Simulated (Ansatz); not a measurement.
# A failed many-body run on Ba2ClF3 (P-3m1)

What is wrong with this input for Ba2ClF3 (P-3m1)?

Method: G0W0 on LDA, plane waves, PAW, in Ansatz 0.2.0.

## (1) Set-up

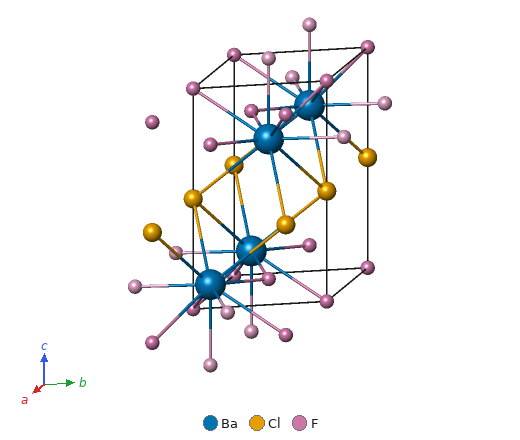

The starting structure, seen slightly off an axis (barium blue, chlorine orange, fluorine pink). 2×1×1 cells are drawn. Bonds to atoms that aren't drawn are left out. Some periodic images of atoms are drawn too.

The cell and positions are those that the Materials Project relaxed with its own functionals (PBE, PBE+U or r2SCAN), kept fixed. Spin-orbit coupling is left out unless a step names it. The default PAW set here is soft_2. Its files were made with PBE.

## (2) First try

The input, input.yaml:

```yaml
crystal:
  lattice:
    - [4.4976579259, 0.0, 0.0]
    - [-2.248828963, 3.8950860214, 0.0]
    - [0.0, 0.0, 7.500756]
  atoms:
    - { symbol: Ba, position: [0.66666667, 0.33333333, 0.201239] }
    - { symbol: Ba, position: [0.33333333, 0.66666667, 0.798761] }
    - { symbol: Cl, position: [0.0, 0.0, 0.5] }
    - { symbol: F, position: [0.0, 0.0, 0.0] }
    - { symbol: F, position: [0.66666667, 0.33333333, 0.835733] }
    - { symbol: F, position: [0.33333333, 0.66666667, 0.164267] }
kpoints:
  mp_grid: { grid: [3, 3, 2] }
hamiltonian:
  xc: lda
scf:
  occupations: { method: fixed }
gw:
  n_empty_bands: 138
  ecut_chi: 60
  qp_bands: [v2, c2]
  qp_kpoints: band_edges
  screening: { model: contour_deformation }
  plasmon_pole_fit_frequency: 20
```

Started as:

```console
$ ansatz run input.yaml --threads 8 --pin off --max-ram 18432MiB --backend cpu --events-out ev --progress --plain --runs-dir out
```

Numbers of over 12 decimals in the logs are rounded to 6 here.

The log of the run:

```text
Error: inconsistent input (gw.plasmon_pole_fit_frequency, gw.screening.model): the fit frequency is the Godby–Needs plasmon-pole model's, and contour deformation fits no pole — remove gw.plasmon_pole_fit_frequency, or set gw.screening.model: godby_needs
```

The job ended after 0.02 s (8 threads of Arm Neoverse N1, shared host; peak memory 0.06 GiB).

**What went wrong?**

The program refused the input before any cycle.

The program's message: “Error: inconsistent input (gw.plasmon_pole_fit_frequency, gw.screening.model): the fit frequency is the Godby–Needs plasmon-pole model's, and contour deformation fits no pole — remove gw.plasmon_pole_ …”

The fault: fit frequency beside contour deformation. Contour deformation fits no pole, so the key has no meaning there.

## (3) A better input

Now the one-shot GW correction: screening in the RPA, then the self-energy of the levels asked for.

Changes to input.yaml since step 2:

```diff
@@ -19,4 +19,4 @@
 gw:
-  n_empty_bands: 138
-  ecut_chi: 60
+  n_empty_bands: 159
+  ecut_chi: 66
   qp_bands: [v2, c2]
@@ -24,2 +24 @@
   screening: { model: contour_deformation }
-  plasmon_pole_fit_frequency: 20
```

The log of the run:

```text
[...]
Crystal: 6 atoms, lattice volume = 131.404 Å³
Basis set: ecut = 420 eV, 2575 PW (Γ)
Bands: 30, of which v1, the nominal top of the filled ones, is band 24 counted from 1 (23 counted from 0)
Symmetry: 12 space group operations
[...]
k-points: 6 of 18
[...]
SCF iter   1: F=—  HF=-14997.466183 eV  |F-HF|=—  |Δ(HF+E_count)|=         —  Δρ=1.35e-2  dr2=1.83e-1  ethr=1.77e-3  ⟨swp⟩=4.8  Hψ=775  notcnv=0  defer=17
[...]
SCF iter   8: F=-14997.413089 eV  HF=-14997.413089 eV  |F-HF|=4.47e-9  |Δ(HF+E_count)|=   1.24e-8  Δρ=2.47e-6  dr2=7.77e-9  ethr=2.08e-10  ⟨swp⟩=10.2  Hψ=913  notcnv=0
SCF 1 converged in 8 iterations: F = -14997.413089 eV  dr2 = 7.77e-9
[...]
NSCF: frozen V_eff on 6 k-points
G₀W₀ screening: q 1/6
[... further progress lines ...]
[...]
SCF converged after 8 iterations
Free energy (F): -14997.413089 eV
[...]
0    23      3.5400   -24.7210     4.0275   -19.3303  0.7862     2.1541     2.1769  root
     0    24      3.5658   -25.0390     4.1395   -19.5281  0.7839     2.1710     2.1945  root
     0    25      8.9769    -4.9610    -3.3986    -9.6357  0.8605    10.2651    10.2530  root
     0    26     10.4583    -5.9596    -3.6301   -11.2156  0.8555    12.1052    12.0842  root
     1    23      3.4484   -21.1424     3.0995   -16.7097  0.7950     2.0944     2.1152  root
     1    24      3.4484   -21.1424     3.0995   -16.7097  0.7950     2.0944     2.1152  root
     1    25      9.7145    -5.1872    -3.3019    -9.7715  0.8551    11.0102    10.9970  root
     1    26     11.0330    -7.8910    -3.5197   -13.1430  0.8461    12.7905    12.7654  root
[...]
5    23      3.2212   -30.5267     5.8785   -23.1376  0.7637     1.6771     1.7107  root
     5    24      3.2212   -30.5267     5.8785   -23.1376  0.7637     1.6771     1.7107  root
     5    25     10.8189    -7.1168    -3.7582   -12.7129  0.8492    12.6861    12.6567  root
     5    26     11.2373    -6.7936    -3.7101   -12.2358  0.8463    12.9962    12.9693  root
[key lines of the parts left out:]
Fermi energy:    3.565812 eV
```

Wall time 14 s (8 threads); peak memory 0.83 GiB.

The column dr2 measures how far the density is from self-consistency, as an energy; F and HF (Harris–Foulkes) agree once it is small.

This step gave:

| Item | Value |
| --- | --- |
| bands summed | 183 |
| RPA ε∞ on this mesh (eigenvalues) | 2.629, 2.697, 2.697 |
| plane waves in the screening matrix | 147 |
| q-points in the mesh | 18 |
| G0W0 gap on the mesh | 8.059 eV |
| k of the valence top | 0, 0, 0 |
| k of the conduction bottom | 0, 0, 0 |
| starting gap on the mesh | 5.411 eV |
| Z at the valence top | 0.7839 |
| Z at the conduction bottom | 0.8605 |
| least direct G0W0 gap on the computed points | 8.059 eV |

The gap on the mesh goes from 5.41 eV to 8.06 eV, a correction of +2.65 eV. Between the two edge states, bare exchange in place of the xc potential would open the gap by 10.19 eV, and correlation takes back 7.54 eV.

## (4) Outcome

| Item | Value |
| --- | --- |
| first try | refused after 0.02 s |
| better run | G0W0 gap on the mesh 8.06 eV (3×3×2 mesh, 159 empty bands, screening to 66 eV) |

The second run differs in: empty bands, screening cutoff (eV) and plasmon pole fit frequency. Bands and cutoff are finite, so the gap is not at the basis limit. The miss can reach some tenths of an eV and take either sign; the mesh is an error of its own. The 3×3×2 mesh is coarse for this cell (its supercell is 13 Å along the shortest edge). The RPA ε∞ on it, from the LDA start, is 2.63 and 2.70; such meshes misread the long-range screening, most where the gap is narrow. The many-body steps are scalar-relativistic: spin-orbit coupling is not in them.

[Paths, hosts, dates, memory and timing lines, banners, echoed tables and standing remarks are left out of the program output.]

[Logs are printed without paths, hosts, clocks, repeated set-up lines and the standing remarks that a program may print on its own settings, such as how far it seeks lower states.]

[Runs of the session that timed out or met a known fault of the program may be left out.]

[Cells called generated may have been cut or substituted from an entry of the Crystallography Open Database or the Materials Project.]

[Hosts, paths, dates, database ids (printed as entryN), source tags and the programs' standing remarks are cut or masked in the printed files.]
